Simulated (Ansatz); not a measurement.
Molecular dynamics of C2H10N2Si (part 1 of 3)

System: C2H10N2Si.
Method: UKS revPBE-d4/6-31G* (Ansatz 0.2.0).

The geometry comes from this level: PBE0-D4/def2-TZVP. Figures and captions count atoms from 1; the log counts them from 0 in places.

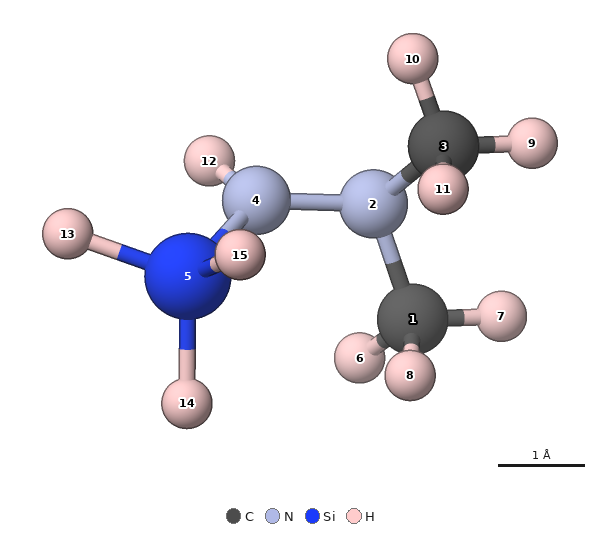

Fig. 1: The structure as given in the input (ball-and-stick view, seen at a tilt; atoms are numbered from 1 in the order of the input).

**Input**
```yaml
crystal:
  periodic: [false, false, false]
  atoms:
    - {symbol: C, position_ang: [-0.721013, -1.286737, 0.638976]}
    - {symbol: N, position_ang: [0.167444, -0.850737, -0.414703]}
    - {symbol: C, position_ang: [1.536884, -0.735932, 0.037409]}
    - {symbol: N, position_ang: [-0.272106, 0.337760, -1.025759]}
    - {symbol: Si, position_ang: [-0.661273, 1.837022, -0.263320]}
    - {symbol: H, position_ang: [-1.730378, -1.398551, 0.241517]}
    - {symbol: H, position_ang: [-0.384374, -2.255517, 1.014524]}
    - {symbol: H, position_ang: [-0.759749, -0.588145, 1.493845]}
    - {symbol: H, position_ang: [1.871223, -1.706087, 0.411935]}
    - {symbol: H, position_ang: [2.169798, -0.447724, -0.801820]}
    - {symbol: H, position_ang: [1.668104, 0.005268, 0.843788]}
    - {symbol: H, position_ang: [-0.556248, 0.179109, -1.978202]}
    - {symbol: H, position_ang: [-0.980753, 2.751731, -1.388582]}
    - {symbol: H, position_ang: [-1.829589, 1.789576, 0.663535]}
    - {symbol: H, position_ang: [0.482039, 2.368965, 0.526867]}
basis:
  gaussian: {orbitals: "6-31G*"}
magnetization: {spin_polarized: true, initial_magnetization: 0}
hamiltonian: {xc: {name: revPBE}, dispersion: d4}
md: {timestep: 0.5 fs, n_steps: 30, ensemble: nve, temperature: 700, initial_velocities: maxwell_boltzmann, seed: 343}
```

Run as:
```bash
ansatz run in.yaml --threads 4 --pin off --events-out ev --progress --plain --max-ram 10444MiB
```

**Log**
```
Functional definition: revPBE
  name "revPBE"
  cite "Zhang & Yang, Phys. Rev. Lett. 80, 890 (1998) doi:10.1103/PhysRevLett.80.890"
  cite "Perdew, Burke & Ernzerhof, Phys. Rev. Lett. 77, 3865 (1996) doi:10.1103/PhysRevLett.77.3865"
  parameter kappa = 1.245
  parameter beta = 0.06672455060314922
  exchange = pbe_x(kappa = kappa, mu = beta*pi^2/3)
  correlation = pbe_c(beta = beta)
1348 factors; their error is unknown
mean field evaluation 1: about -13080.1235 eV, gradient 4.6e1 eV
mean field evaluation 2: about -13053.2439 eV, gradient 8.5e1 eV
mean field evaluation 4: about -13089.6161 eV, gradient 5.8e0 eV
mean field evaluation 8: about -13089.7486 eV, gradient 5.7e-2 eV
mean field evaluation 16: about -13089.6457 eV, gradient 1.3e-4 eV
mean field -13089.64570466 eV, -481.0356071658 hartree, gradient 2.2e-5 eV, S^2 0.000000; 0 other end points of the search recorded, 0 dependent functions left out
the calculation of the forces begins
reference -13089.64574610 eV, -481.0356086885 hartree; 25, 25 occupied and 74, 74 virtual orbitals, 1348 factors
md step     0: t =     0.00 fs  T =   700.0 K  F+E_penalty+E_count = -13090.70340891 eV  E_kin = 1.176266 eV  conserved = -13089.52714292 eV  (30 SCF iters)
these checks for a lower state are left out or cut short: starts, cluster_reference, orbital_swaps, neighbouring_geometries, increment
1348 factors; their error is unknown
mean field -13089.60705807 eV, -481.0341869297 hartree, gradient 2.3e-5 eV, S^2 0.000000; 0 other end points of the search recorded, 0 dependent functions left out
the calculation of the forces begins
reference -13089.60709954 eV, -481.0341884537 hartree; 25, 25 occupied and 74, 74 virtual orbitals, 1348 factors
md step     1: t =     0.50 fs  T =   678.0 K  F+E_penalty+E_count = -13090.66578229 eV  E_kin = 1.139239 eV  conserved = -13089.52654365 eV  (31 SCF iters, 3 dispersion substeps)
[... from here on the SCF iterations and repeated set-up lines of each step are left out, up to the last step ...]
md step     2: t =     1.00 fs  T =   628.8 K  F+E_penalty+E_count = -13090.58165652 eV  E_kin = 1.056638 eV  conserved = -13089.52501882 eV  (31 SCF iters, 3 dispersion substeps)
md step     3: t =     1.50 fs  T =   566.3 K  F+E_penalty+E_count = -13090.47482479 eV  E_kin = 0.951554 eV  conserved = -13089.52327096 eV  (32 SCF iters, 3 dispersion substeps)
md step     4: t =     2.00 fs  T =   505.9 K  F+E_penalty+E_count = -13090.37226529 eV  E_kin = 0.850139 eV  conserved = -13089.52212671 eV  (32 SCF iters, 3 dispersion substeps)
md step     5: t =     2.50 fs  T =   458.1 K  F+E_penalty+E_count = -13090.29178685 eV  E_kin = 0.769797 eV  conserved = -13089.52198972 eV  (32 SCF iters, 3 dispersion substeps)
md step     6: t =     3.00 fs  T =   424.5 K  F+E_penalty+E_count = -13090.23591946 eV  E_kin = 0.713308 eV  conserved = -13089.52261156 eV  (32 SCF iters, 3 dispersion substeps)
md step     7: t =     3.50 fs  T =   399.9 K  F+E_penalty+E_count = -13090.19538520 eV  E_kin = 0.672000 eV  conserved = -13089.52338473 eV  (32 SCF iters, 3 dispersion substeps)
md step     8: t =     4.00 fs  T =   377.4 K  F+E_penalty+E_count = -13090.15803163 eV  E_kin = 0.634206 eV  conserved = -13089.52382582 eV  (32 SCF iters, 3 dispersion substeps)
md step     9: t =     4.50 fs  T =   352.6 K  F+E_penalty+E_count = -13090.11627735 eV  E_kin = 0.592467 eV  conserved = -13089.52381048 eV  (32 SCF iters, 3 dispersion substeps)
md step    10: t =     5.00 fs  T =   324.9 K  F+E_penalty+E_count = -13090.06941994 eV  E_kin = 0.545931 eV  conserved = -13089.52348937 eV  (32 SCF iters, 3 dispersion substeps)
md step    11: t =     5.50 fs  T =   296.7 K  F+E_penalty+E_count = -13090.02171299 eV  E_kin = 0.498622 eV  conserved = -13089.52309139 eV  (32 SCF iters, 3 dispersion substeps)
md step    12: t =     6.00 fs  T =   271.5 K  F+E_penalty+E_count = -13089.97904354 eV  E_kin = 0.456269 eV  conserved = -13089.52277471 eV  (32 SCF iters, 3 dispersion substeps)
md step    13: t =     6.50 fs  T =   252.3 K  F+E_penalty+E_count = -13089.94647978 eV  E_kin = 0.423901 eV  conserved = -13089.52257926 eV  (32 SCF iters, 3 dispersion substeps)
md step    14: t =     7.00 fs  T =   241.0 K  F+E_penalty+E_count = -13089.92748650 eV  E_kin = 0.405021 eV  conserved = -13089.52246568 eV  (32 SCF iters, 3 dispersion substeps)
md step    15: t =     7.50 fs  T =   239.2 K  F+E_penalty+E_count = -13089.92430865 eV  E_kin = 0.401910 eV  conserved = -13089.52239849 eV  (32 SCF iters, 3 dispersion substeps)
md step    16: t =     8.00 fs  T =   247.5 K  F+E_penalty+E_count = -13089.93832877 eV  E_kin = 0.415909 eV  conserved = -13089.52241977 eV  (32 SCF iters, 3 dispersion substeps)
md step    17: t =     8.50 fs  T =   265.8 K  F+E_penalty+E_count = -13089.96936362 eV  E_kin = 0.446719 eV  conserved = -13089.52264478 eV  (32 SCF iters, 3 dispersion substeps)
md step    18: t =     9.00 fs  T =   292.1 K  F+E_penalty+E_count = -13090.01401444 eV  E_kin = 0.490857 eV  conserved = -13089.52315714 eV  (33 SCF iters, 3 dispersion substeps)
md step    19: t =     9.50 fs  T =   321.8 K  F+E_penalty+E_count = -13090.06462791 eV  E_kin = 0.540757 eV  conserved = -13089.52387103 eV  (32 SCF iters, 3 dispersion substeps)
md step    20: t =    10.00 fs  T =   348.9 K  F+E_penalty+E_count = -13090.11073647 eV  E_kin = 0.586220 eV  conserved = -13089.52451600 eV  (32 SCF iters, 3 dispersion substeps)
md step    21: t =    10.50 fs  T =   367.9 K  F+E_penalty+E_count = -13090.14308880 eV  E_kin = 0.618290 eV  conserved = -13089.52479907 eV  (32 SCF iters, 3 dispersion substeps)
md step    22: t =    11.00 fs  T =   376.9 K  F+E_penalty+E_count = -13090.15789397 eV  E_kin = 0.633281 eV  conserved = -13089.52461336 eV  (32 SCF iters, 3 dispersion substeps)
md step    23: t =    11.50 fs  T =   377.4 K  F+E_penalty+E_count = -13090.15829295 eV  E_kin = 0.634194 eV  conserved = -13089.52409935 eV  (31 SCF iters, 3 dispersion substeps)
md step    24: t =    12.00 fs  T =   374.1 K  F+E_penalty+E_count = -13090.15222935 eV  E_kin = 0.628714 eV  conserved = -13089.52351540 eV  (32 SCF iters, 3 dispersion substeps)
md step    25: t =    12.50 fs  T =   372.2 K  F+E_penalty+E_count = -13090.14851452 eV  E_kin = 0.625415 eV  conserved = -13089.52309919 eV  (32 SCF iters, 3 dispersion substeps)
md step    26: t =    13.00 fs  T =   375.0 K  F+E_penalty+E_count = -13090.15319712 eV  E_kin = 0.630195 eV  conserved = -13089.52300218 eV  (32 SCF iters, 3 dispersion substeps)
md step    27: t =    13.50 fs  T =   383.3 K  F+E_penalty+E_count = -13090.16734073 eV  E_kin = 0.644103 eV  conserved = -13089.52323789 eV  (32 SCF iters, 3 dispersion substeps)
md step    28: t =    14.00 fs  T =   394.7 K  F+E_penalty+E_count = -13090.18695145 eV  E_kin = 0.663297 eV  conserved = -13089.52365409 eV  (32 SCF iters, 3 dispersion substeps)
md step    29: t =    14.50 fs  T =   405.4 K  F+E_penalty+E_count = -13090.20532128 eV  E_kin = 0.681307 eV  conserved = -13089.52401406 eV  (32 SCF iters, 3 dispersion substeps)
these checks for a lower state are left out or cut short: starts, cluster_reference, orbital_swaps, neighbouring_geometries, increment
1348 factors; their error is unknown
mean field -13089.15135895 eV, -481.0174402958 hartree, gradient 2.6e-5 eV, S^2 0.000000; 0 other end points of the search recorded, 0 dependent functions left out
the calculation of the forces begins
reference -13089.15140080 eV, -481.0174418340 hartree; 25, 25 occupied and 74, 74 virtual orbitals, 1348 factors
1348 factors; their error is unknown
mean field evaluation 256: about -13089.1150 eV, gradient 5.8e0 eV
mean field -13089.15135895 eV, -481.0174402958 hartree, gradient 4.7e-5 eV, S^2 0.000000; 1 other end points of the search recorded, 0 dependent functions left out
the calculation of the forces begins
reference -13089.15140080 eV, -481.0174418340 hartree; 25, 25 occupied and 74, 74 virtual orbitals, 1348 factors
md step    30: t =    15.00 fs  T =   412.0 K  F+E_penalty+E_count = -13090.21654547 eV  E_kin = 0.692394 eV  conserved = -13089.52415109 eV  (31 SCF iters, 3 dispersion substeps)
```

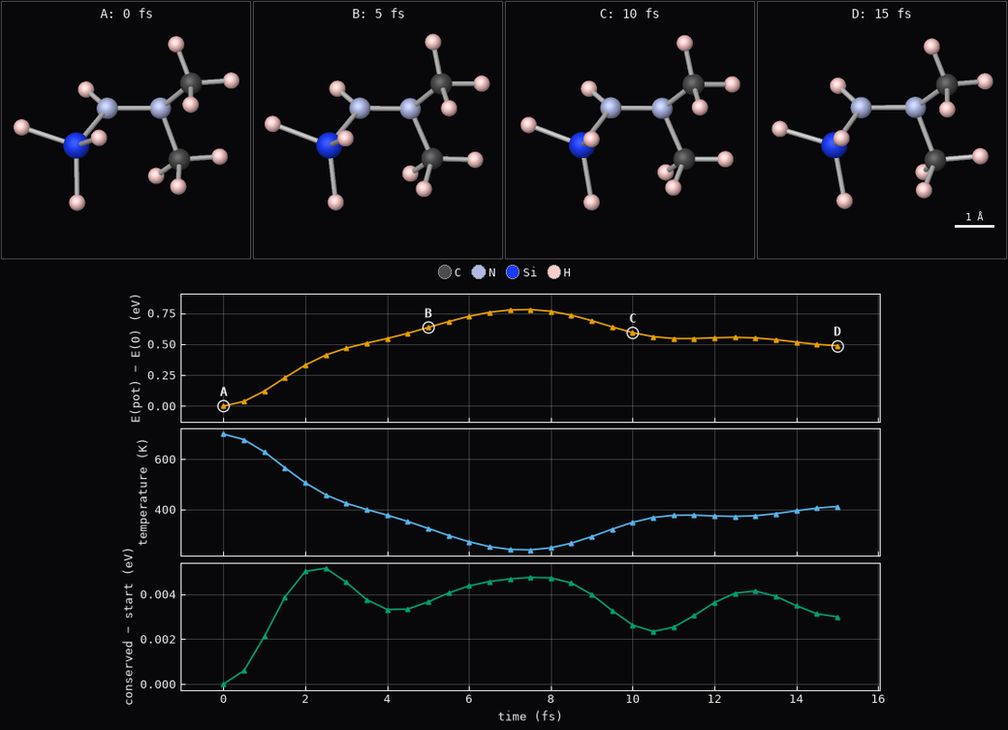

Fig. 2: Frames of the molecular dynamics (ball-and-stick, seen at a tilt) above the curves, on which the letters mark them. The trajectory kept here has 31 frames over 15 fs. The temperature starts at 700 K, ranges from 239 to 700 K and averages 347 K over the second half. The potential energy ends 0.487 eV above its first value. The conserved quantity stays within 0.0052 eV. After an unweighted best fit of the last frame on the first, the root-mean-square displacement is 0.21 Å.

```
Total energy: -13090.21658733 eV, -481.0565867169 hartree
Atom 0 at    -0.729318    -1.270599     0.652468 Å, force     1.391472    -0.277566     1.005877 eV/Å
Atom 1 at     0.165835    -0.834655    -0.445714 Å, force    -1.239326    -0.321505    -0.426404 eV/Å
Atom 2 at     1.503622    -0.739299     0.060041 Å, force     0.314823     1.406145     0.903474 eV/Å
Atom 3 at    -0.298325     0.359837    -1.082389 Å, force     0.459007    -1.174321    -0.845721 eV/Å
Atom 4 at    -0.625999     1.811101    -0.237322 Å, force    -1.126953     0.626725    -0.621050 eV/Å
Atom 5 at    -1.627069    -1.729237     0.246868 Å, force    -0.507789    -0.034752    -0.080852 eV/Å
Atom 6 at    -0.121094    -2.063623     1.242829 Å, force    -1.118229     0.951304    -0.691677 eV/Å
Atom 7 at    -0.981151    -0.428959     1.385483 Å, force     0.135838    -0.754284    -0.561555 eV/Å
Atom 8 at     1.741636    -1.770650     0.331424 Å, force     0.702645     0.001958     0.456087 eV/Å
Atom 9 at     2.177311    -0.363661    -0.712221 Å, force     0.224853    -0.060510    -0.325893 eV/Å
Atom 10 at     1.594467     0.022976     0.955847 Å, force     0.042001    -1.182060    -0.828916 eV/Å
Atom 11 at    -0.526758     0.250640    -2.107087 Å, force     0.467661     0.033617     1.423975 eV/Å
Atom 12 at    -1.094367     2.570738    -1.424225 Å, force    -0.370446     0.441319    -0.062666 eV/Å
Atom 13 at    -1.680244     1.568771     0.780867 Å, force    -0.244643     0.216620     0.272055 eV/Å
Atom 14 at     0.366517     2.681406     0.390682 Å, force     0.869087     0.127310     0.383266 eV/Å
Dipole moment:     0.064183    -0.161010     0.010605 e Å
```

**Trajectory as extended XYZ (Å, eV, eV/Å), 31 frames, from step=0 to step=30**
```
15
Properties=species:S:1:pos:R:3:forces:R:3 step=0 time_fs=0.0 energy=-13090.70341 temperature=700.0
C    -0.7210   -1.2867    0.6390   -0.1355  -0.0306   0.1627
N     0.1674   -0.8507   -0.4147    0.0037  -0.5359  -0.4140
C     1.5369   -0.7359    0.0374    0.1952   0.0731   0.0847
N    -0.2721    0.3378   -1.0258    0.1377   0.0667  -0.1351
Si   -0.6613    1.8370   -0.2633   -0.0885   0.2965   0.2412
H    -1.7304   -1.3986    0.2415   -0.3577  -0.0320  -0.1407
H    -0.3844   -2.2555    1.0145    0.1191  -0.3508   0.1417
H    -0.7597   -0.5881    1.4938   -0.0406   0.2301   0.3289
H     1.8712   -1.7061    0.4119    0.1218  -0.3484   0.1375
H     2.1698   -0.4477   -0.8018    0.2211   0.1111  -0.2987
H     1.6681    0.0053    0.8438    0.0871   0.2577   0.2954
H    -0.5562    0.1791   -1.9782   -0.1657  -0.1029  -0.5354
H    -0.9808    2.7517   -1.3886   -0.0628   0.1762  -0.2052
H    -1.8296    1.7896    0.6635   -0.2265   0.0579   0.1888
H     0.4820    2.3690    0.5269    0.1916   0.1313   0.1481
15
Properties=species:S:1:pos:R:3:forces:R:3 step=1 time_fs=0.5 energy=-13090.66578 temperature=678.0
C    -0.7179   -1.2864    0.6377    0.1740  -0.2162   0.6535
N     0.1631   -0.8455   -0.4168    0.3419  -0.7563  -0.2694
C     1.5341   -0.7329    0.0340   -0.1132   0.0401   0.9044
N    -0.2716    0.3354   -1.0259    0.2042   0.3755   0.4170
Si   -0.6601    1.8346   -0.2626    0.0830   0.5447   0.1845
H    -1.7145   -1.4044    0.2423   -0.7656  -0.1042  -0.2998
H    -0.3807   -2.2643    1.0342    0.0267   0.1253  -0.0692
H    -0.7750   -0.5737    1.4897    0.0275   0.0684   0.1843
H     1.8582   -1.7019    0.4114    0.1458  -0.4853   0.1598
H     2.1736   -0.4616   -0.7834    0.5227   0.3530  -0.7748
H     1.6702   -0.0043    0.8686    0.0146   0.0985  -0.0620
H    -0.5517    0.1802   -1.9649   -0.3549  -0.1892  -1.2056
H    -0.9784    2.7502   -1.4028   -0.0510   0.0499  -0.0333
H    -1.8217    1.7719    0.6674   -0.2625   0.0844   0.2034
H     0.4876    2.3938    0.5307    0.0069   0.0114   0.0075
15
Properties=species:S:1:pos:R:3:forces:R:3 step=2 time_fs=1.0 energy=-13090.58166 temperature=628.8
C    -0.7148   -1.2861    0.6365    0.4183  -0.3490   1.1222
N     0.1588   -0.8404   -0.4190    0.6839  -0.9801  -0.1183
C     1.5312   -0.7299    0.0307   -0.3976  -0.0274   1.6829
N    -0.2712    0.3330   -1.0259    0.2392   0.6741   0.8650
Si   -0.6589    1.8323   -0.2618    0.2314   0.7877   0.1330
H    -1.7004   -1.4104    0.2423   -1.1233  -0.1760  -0.4381
H    -0.3770   -2.2727    1.0538   -0.0532   0.5530  -0.2727
H    -0.7902   -0.5590    1.4860    0.0989  -0.1039   0.0336
H     1.8456   -1.6990    0.4112    0.1568  -0.5806   0.1684
H     2.1786   -0.4747   -0.7668    0.8101   0.5672  -1.2034
H     1.6722   -0.0136    0.8932   -0.0555  -0.0412  -0.4127
H    -0.5481    0.1807   -1.9544   -0.5158  -0.2559  -1.7782
H    -0.9762    2.7489   -1.4172   -0.0403  -0.0701   0.1334
H    -1.8145    1.7544    0.6717   -0.2859   0.1112   0.2090
H     0.4931    2.4186    0.5346   -0.1670  -0.1092  -0.1241
```
